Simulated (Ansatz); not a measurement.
## Run report: GeH₄SCl₂, nudged elastic band (part 2 of 2)

Continued. System: GeH₄SCl₂. Method: RKS PBE/def2-SVP (Ansatz 0.2.0). It belongs to a series of runs on one base structure; here: band between the two ends.

Geometry of the input (Å):
```
Ge -0.2475  -0.3383  -0.1070
Cl -0.3776  -0.4259  2.0696
H  1.2176  -0.0446  -0.4882
Cl -1.5044  1.2847  -0.8000
H  -0.8429  -1.6616  -0.6406
S  1.6096  2.8777  1.3176
H  2.6762  2.2919  1.9272
H  0.7386  2.1085  2.0295
```

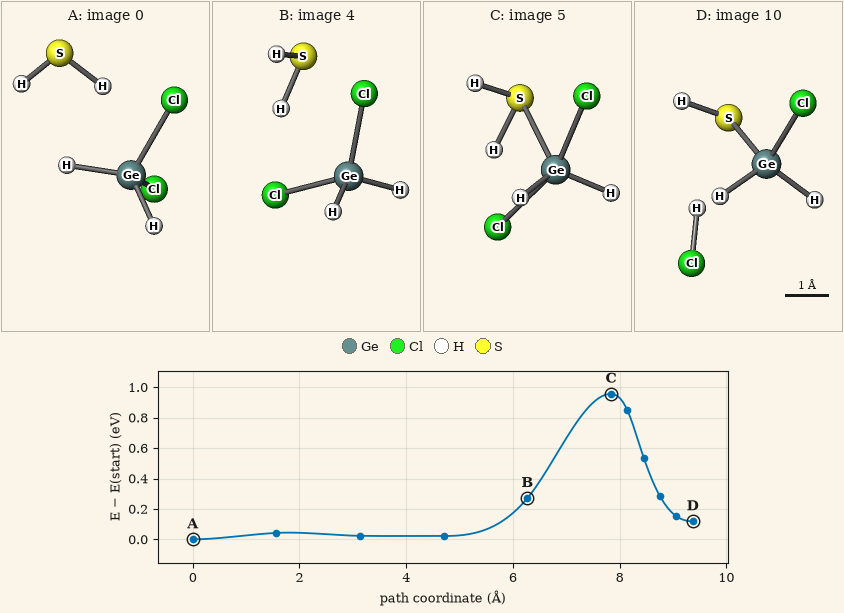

**Figure 1.** Images of the last band (counted from 0; ball-and-stick, seen at an oblique angle) above the energy along the path; the line is a cubic interpolation that uses the forces. The highest image is number 5, 0.957 eV above the start and 0.838 eV above the end (the climbing image); the end lies 0.119 eV above the start. A further maximum stands at image 1, 0.043 eV from the start, so the path isn't one elementary step. The path is 9.37 Å long. The band converged in 33 iterations.

```
Total energy: -92423.04753843 eV, -3396.4843504457 hartree
Atom 0 at     0.089635     0.181862     0.057580 Å, force    -0.000779    -0.010180     0.004101 eV/Å
Atom 1 at     0.810540    -0.685521     2.290488 Å, force     0.001238     0.003709    -0.001304 eV/Å
Atom 2 at     1.249823    -0.651592    -0.524458 Å, force    -0.001405     0.002165    -0.001130 eV/Å
Atom 3 at    -0.160717     1.556732    -1.706240 Å, force     0.000179     0.002220    -0.004049 eV/Å
Atom 4 at    -1.352036    -0.314517     0.270763 Å, force    -0.000856     0.001925    -0.002488 eV/Å
Atom 5 at     0.320090     2.272650     1.480943 Å, force    -0.000486    -0.003922     0.002622 eV/Å
Atom 6 at     1.590981     2.510130     1.047060 Å, force     0.000733    -0.000736     0.002250 eV/Å
Atom 7 at     0.721283     1.222657     2.391863 Å, force     0.001375     0.004820    -0.000003 eV/Å
Dipole moment:     0.150090     0.339117     0.165658 e Å
this run last wrote the band of iteration 33 to [file]
```

## The last band as extended XYZ (Å, eV, eV/Å)
```
8
Properties=species:S:1:pos:R:3:forces:R:3 image=0 energy=-92424.00434
Ge   -0.2475   -0.3383   -0.1070    0.0152  -0.0039  -0.0209
Cl   -0.3776   -0.4259    2.0696   -0.0052   0.0020   0.0112
H     1.2176   -0.0446   -0.4882   -0.0141  -0.0009   0.0009
Cl   -1.5044    1.2847   -0.8000   -0.0004  -0.0040   0.0028
H    -0.8429   -1.6616   -0.6406    0.0050   0.0087   0.0053
S     1.6096    2.8777    1.3176   -0.0035   0.0093  -0.0077
H     2.6762    2.2919    1.9272    0.0038  -0.0097   0.0028
H     0.7386    2.1085    2.0295   -0.0008  -0.0016   0.0056
8
Properties=species:S:1:pos:R:3:forces:R:3 image=1 energy=-92423.96161
Ge   -0.2739   -0.5683   -0.2138   -0.0018   0.0039   0.0001
Cl   -0.0774   -0.4716    1.9565    0.0006   0.0021  -0.0001
H     1.1280   -0.8473   -0.7972    0.0001   0.0067  -0.0003
Cl   -0.9580    1.3518   -0.9373   -0.0062  -0.0050  -0.0003
H    -1.3559   -1.6248   -0.5255    0.0023  -0.0025   0.0004
S     1.3779    3.3428    1.9323   -0.0067   0.0051  -0.0094
H     2.6090    2.7927    1.7524    0.0092  -0.0091   0.0113
H     0.8199    2.1170    2.1406    0.0025  -0.0013  -0.0019
8
Properties=species:S:1:pos:R:3:forces:R:3 image=2 energy=-92423.98078
Ge   -0.1572   -0.6292   -0.1489    0.0077   0.0081  -0.0216
Cl   -0.1841   -0.5767    2.0228   -0.0143   0.0022   0.0197
H     1.2236   -1.1475   -0.6026    0.0020  -0.0003   0.0025
Cl   -0.3910    1.4045   -0.8799    0.0036  -0.0090   0.0023
H    -1.3781   -1.4500   -0.6172    0.0024   0.0081  -0.0025
S     1.7238    3.0820    2.3229   -0.0042  -0.0067  -0.0296
H     1.7070    3.2502    0.9726   -0.0098   0.0080  -0.0027
H     0.7257    2.1592    2.2383    0.0125  -0.0104   0.0319
8
Properties=species:S:1:pos:R:3:forces:R:3 image=3 energy=-92423.98182
Ge   -0.0205   -0.6454   -0.2153   -0.0368   0.0018   0.0024
Cl    0.5609   -0.6595    1.8814   -0.0100   0.0022  -0.0066
H     0.9359   -1.5882   -0.9726    0.0181  -0.0171  -0.0115
Cl    0.2509    1.3609   -1.0054    0.0009  -0.0140  -0.0171
H    -1.5237   -0.9917   -0.2986    0.0223   0.0107   0.0068
S     1.0675    3.3860    2.3548    0.0008  -0.0262  -0.0202
H     1.3229    3.1381    1.0405   -0.0059   0.0322   0.0094
H     0.6757    2.0922    2.5233    0.0105   0.0103   0.0367
8
Properties=species:S:1:pos:R:3:forces:R:3 image=4 energy=-92423.73315
Ge    0.0859   -0.2934   -0.0937   -0.0376  -0.1668  -0.0077
Cl    1.0465   -0.5451    1.8766    0.0936   0.0334  -0.1479
H     0.8749   -1.3324   -0.8962   -0.1096  -0.2606  -0.1592
Cl    0.3009    1.4942   -1.3142    0.1634   0.0307   0.1034
H    -1.4206   -0.4553    0.1769   -0.0184  -0.0593  -0.0360
S     0.3377    2.8580    1.9133    0.0293   0.1810   0.1621
H     1.4359    2.6994    1.1226   -0.0740   0.0855   0.0252
H     0.6084    1.6671    2.5226   -0.0465   0.1562   0.0601
8
Properties=species:S:1:pos:R:3:forces:R:3 image=5 energy=-92423.04751
Ge    0.0896    0.1819    0.0576   -0.0008  -0.0102   0.0041
Cl    0.8105   -0.6855    2.2905    0.0012   0.0037  -0.0013
H     1.2498   -0.6516   -0.5245   -0.0014   0.0022  -0.0011
Cl   -0.1607    1.5567   -1.7062    0.0002   0.0022  -0.0040
H    -1.3520   -0.3145    0.2708   -0.0009   0.0019  -0.0025
S     0.3201    2.2727    1.4809   -0.0005  -0.0039   0.0026
H     1.5910    2.5101    1.0471    0.0007  -0.0007   0.0022
H     0.7213    1.2227    2.3919    0.0014   0.0048   0.0000
8
Properties=species:S:1:pos:R:3:forces:R:3 image=6 energy=-92423.15502
Ge    0.0670    0.2825    0.0117   -0.0465   0.2621  -0.1241
Cl    0.8047   -0.6050    2.4268    0.0583   0.1793   0.3116
H     1.2301   -0.6253   -0.4513   -0.0067   0.1369   0.1452
Cl   -0.1703    1.5396   -1.7976   -0.0754  -0.0053  -0.2112
H    -1.3451   -0.2709    0.2930    0.0664   0.0544   0.0384
S     0.3386    2.2538    1.4228   -0.0076  -0.0813  -0.1161
H     1.6198    2.4904    1.0208    0.0063  -0.0099  -0.0303
H     0.7248    1.0272    2.3818    0.0053  -0.5361  -0.0134
8
Properties=species:S:1:pos:R:3:forces:R:3 image=7 energy=-92423.46707
Ge    0.0397    0.3809   -0.0430   -0.0554   0.3434  -0.2083
Cl    0.7984   -0.5699    2.5753    0.0943   0.0538   0.4342
H     1.1923   -0.6008   -0.3707   -0.0132   0.2147   0.1977
Cl   -0.1852    1.5057   -1.9074   -0.1146  -0.0310  -0.3306
H    -1.3436   -0.2061    0.3192    0.0965   0.0924   0.0302
S     0.3655    2.2658    1.3385   -0.0354  -0.0117  -0.2103
H     1.6637    2.4609    0.9719    0.0029  -0.0131  -0.0724
H     0.7389    0.8558    2.4243    0.0249  -0.6484   0.1594
8
Properties=species:S:1:pos:R:3:forces:R:3 image=8 energy=-92423.72126
Ge    0.0180    0.4664   -0.1049   -0.0339   0.1806  -0.1353
Cl    0.8064   -0.6026    2.7347    0.0617  -0.1107   0.2915
H     1.1796   -0.5370   -0.2922    0.0136   0.1843   0.1219
Cl   -0.2166    1.4534   -2.0339   -0.0913  -0.0572  -0.2366
H    -1.3365   -0.1384    0.3265    0.0454   0.0918  -0.0093
S     0.3829    2.2789    1.2710   -0.0109   0.0066  -0.0986
H     1.6902    2.4372    0.9192    0.0008  -0.0157  -0.0635
H     0.7456    0.7346    2.4875    0.0146  -0.2796   0.1299
8
Properties=species:S:1:pos:R:3:forces:R:3 image=9 energy=-92423.85219
Ge    0.0000    0.5362   -0.1619   -0.0145   0.0580  -0.0495
Cl    0.8286   -0.6627    2.8942    0.0243  -0.0595   0.1235
H     1.1896   -0.4437   -0.2427    0.0151   0.0863   0.0325
Cl   -0.2616    1.3895   -2.1494   -0.0388  -0.0397  -0.0901
H    -1.3378   -0.0725    0.3069    0.0046   0.0462  -0.0216
S     0.3945    2.2934    1.2294    0.0009   0.0094  -0.0233
H     1.7026    2.4233    0.8683    0.0007  -0.0063  -0.0318
H     0.7537    0.6287    2.5632    0.0078  -0.0944   0.0602
8
Properties=species:S:1:pos:R:3:forces:R:3 image=10 energy=-92423.88574
Ge   -0.0146    0.5835   -0.2140   -0.0005   0.0133   0.0072
Cl    0.8358   -0.7206    3.0881    0.0034  -0.0013   0.0029
H     1.1879   -0.3812   -0.2656   -0.0002   0.0003   0.0015
Cl   -0.3041    1.3601   -2.2303    0.0007   0.0018  -0.0079
H    -1.3509   -0.0136    0.2686   -0.0018  -0.0049   0.0009
S     0.4195    2.2962    1.2000   -0.0035  -0.0029  -0.0083
H     1.7112    2.4343    0.7860    0.0015  -0.0052   0.0018
H     0.7847    0.5338    2.6751    0.0002  -0.0011   0.0019
```
